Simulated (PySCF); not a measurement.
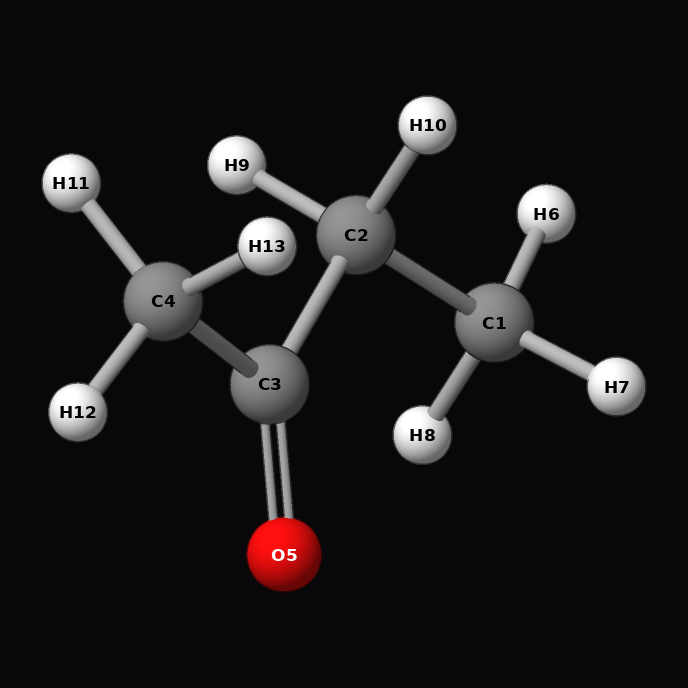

The questions are on isotropic NMR shieldings of the H atoms. The geometry was computed by an optimisation with GFN2-xTB. No frequency run is at hand to confirm it as a minimum. Level of theory: GIAO PBE0/pcSseg-1 NMR shielding, non-relativistic, gas phase (PySCF 2.14.0).

Give the isotropic NMR shieldings of the H atoms atom by atom.

```tsv
atom	σ (ppm)
H6	30.94
H7	30.84
H8	30.21
H9	29.53
H10	29.26
H11	29.45
H12	29.75
H13	29.62
```
